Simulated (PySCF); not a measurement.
## A study: CCl$_{3}$F, SMILES `FC(Cl)(Cl)Cl`

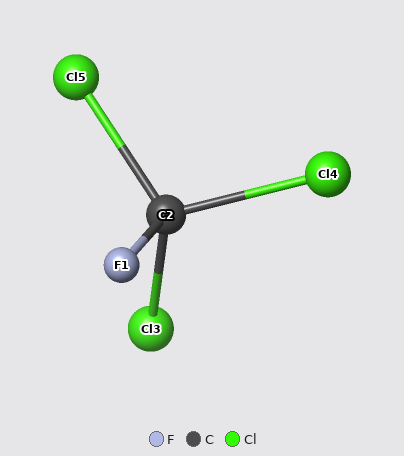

The molecule, with its atoms numbered as below. No frequency check shows the geometry to be a minimum.

Geometry (Å), atoms numbered from 1:

```
F1      -0.0014   -0.0002   -1.5904
C2      -0.0002   -0.0000   -0.2531
Cl3     -0.3907    1.6327    0.3105
Cl4      1.6098   -0.4777    0.3099
Cl5     -1.2183   -1.1549    0.3109
```

## 1. Bonding charge

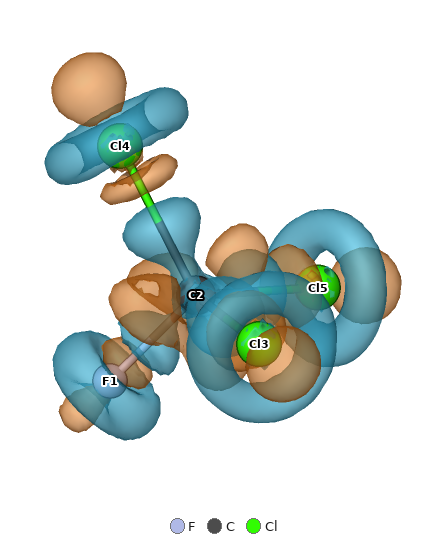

Deformation density (molecule less spherical, spin-averaged free atoms at the same positions), surfaces at ±0.09 e/Å³; light blue: gain, orange: loss.

Computed with PySCF, ωB97X/def2-TZVP, geometry: GFN2-xTB.

**How much density has each bond gained at its critical point, relative to the free atoms?**

C2–Cl5, C2–Cl3 and C2–Cl4: +0.31 e/Å³ at the bond critical point (bond length 1.77 Å, Mayer order 1.2). F1–C2: +0.17 e/Å³ at the bond critical point (bond length 1.34 Å, Mayer order 1.1). In all, 1.2 electrons gather in the regions of gain relative to the promolecule.

**Where do the Hirshfeld charges lie?**

The highest Hirshfeld charge is on C2 (+0.15 e), the lowest on F1 (−0.08 e).

```csv
atom,charge (e)
F1,−0.08
C2,+0.15
Cl3,−0.02
Cl4,−0.02
Cl5,−0.02
```

## 2. Bond critical points

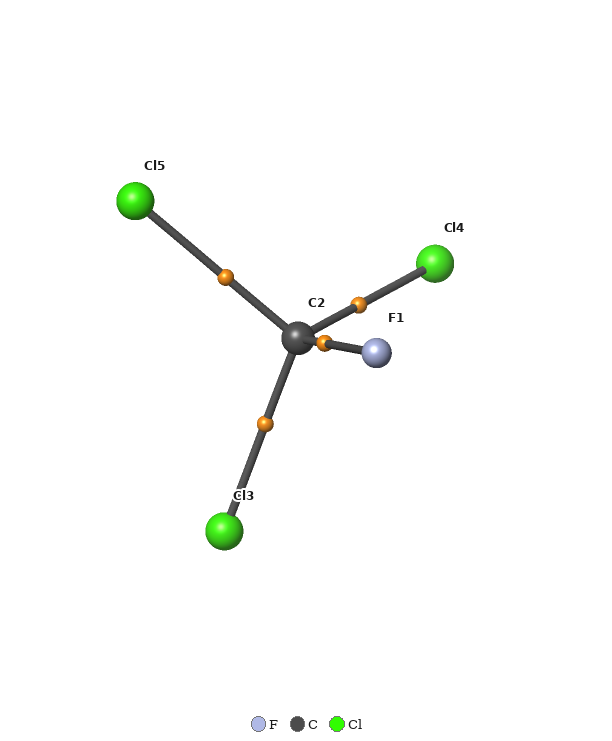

Molecular graph of the electron density (QTAIM): bond paths, bond critical points (orange), ring points (yellow, if any); weak paths are dashed.

**How many critical points of each kind are there, and does the count close?**

5 nuclei, 4 bond, 0 ring and 0 cage critical points: 5 − 4 + 0 − 0 = 1, as the Poincaré–Hopf relation requires.

**Give the properties at the bond critical points.**

```csv
bond,length (Å),ρ (a.u.),∇²ρ (a.u.),ε,H (a.u.)
F1–C2,1.337,0.288,−0.46,0.00,−0.455
C2–Cl5 (3 alike),1.771,0.203,−0.30,0.03,−0.142
```

**What kind of interaction is C2–Cl5?**

Shared-shell (covalent): ρ = 0.203, ∇²ρ = −0.30, H = −0.142 a.u.

## 3. Electrostatic potential

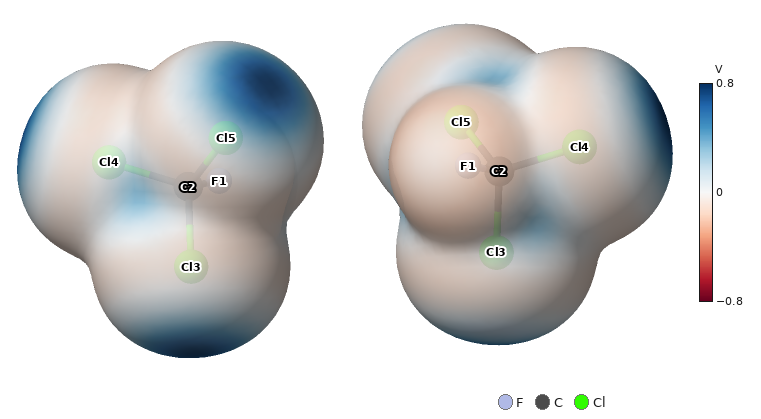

Electrostatic potential on the surface of electron density 0.001 a.u. (back view left, front view right).

**Where are the extremes of the potential on the surface?**

Highest: 0.80 V, 1.9 Å from Cl5, and at like points elsewhere. Further maxima include 0.37 V, off the C2–Cl3 bond (2.2 to 2.3 Å from its atoms); 0.36 V, off the F1–C2 bond (1.9 to 2.1 Å from its atoms). Lowest: −0.18 V, 1.6 Å from F1, and at like points elsewhere. Further minima include −0.12 V, 2.1 Å from Cl3, and at like points elsewhere. The surface is sampled at points, so like sites can differ by a few per cent and only the strongest of them is named.

**Does Cl5 carry a σ-hole?**

Yes: a local maximum of +0.80 V lies on the extension of the C2–Cl5 bond.

**What volume does the surface enclose, and what is the dipole moment?**

About 110 Å³; the dipole moment is 0.4 D.

## 4. In an electric field

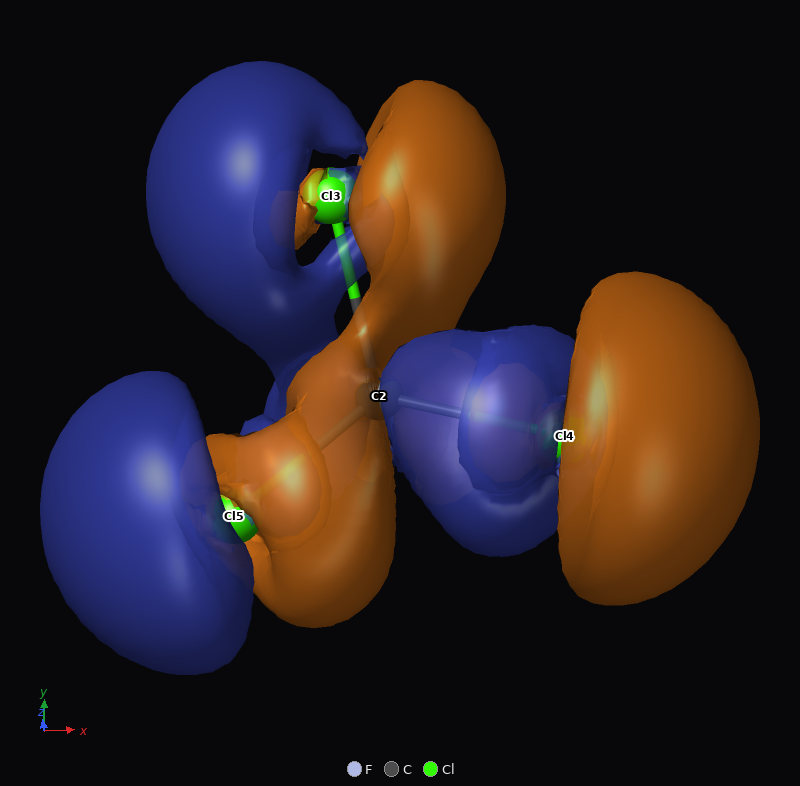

Change of the electron density in a uniform field of 0.21 V/Å, surfaces at ±0.001 e/Å³ (orange: gain, blue: loss).

Computed with PySCF, ωB97X/def2-TZVP, geometry: GFN2-xTB. A basis without diffuse functions makes polarisabilities too small.

The field was applied in both directions; the picture shows the one opposite to the script's first.

**Along which Cartesian direction does the field point?**

Along −x: electrons gather on the +x side, against the field.

**How large is the response?**

The induced dipole is 0.54 D (along the field); α along this axis, from the fields in both directions, is 53 bohr³ (7.8 Å³).

## 5. Removing or adding an electron

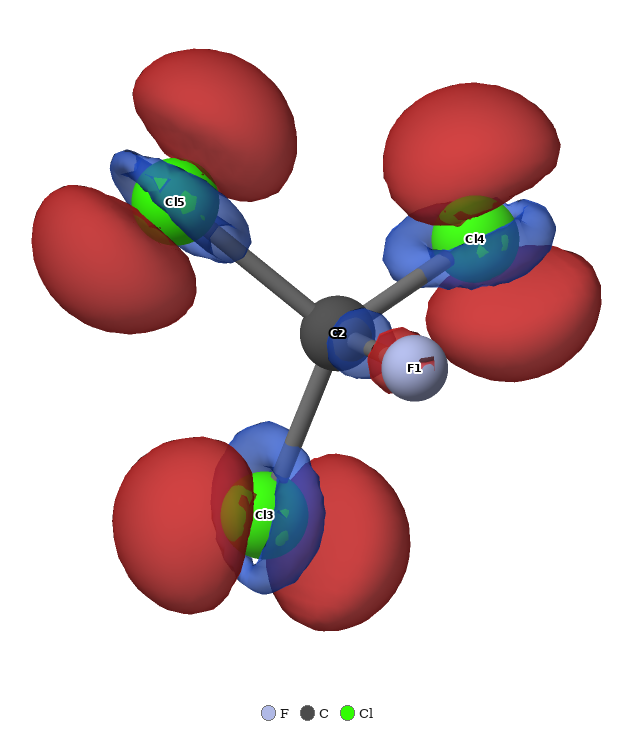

Fukui function f⁻ = ρ(N) − ρ(N−1) at fixed geometry, surfaces at ±0.03 e/Å³ (red positive, blue negative).

Level of theory: ωB97X/def2-TZVP (PySCF), at a geometry from GFN2-xTB.

**Which atoms respond most to the removal of an electron?**

f⁻ (Hirshfeld-condensed) is largest on Cl3, Cl4 and Cl5 (0.31 each); the vertical ionisation energy is 11.82 eV (the stability of the cation's solution wasn't checked). Condensed values hint at sites of electrophilic attack but needn't mark the atom that reacts. Orbital relaxation makes it negative in places (0.12 e in all).
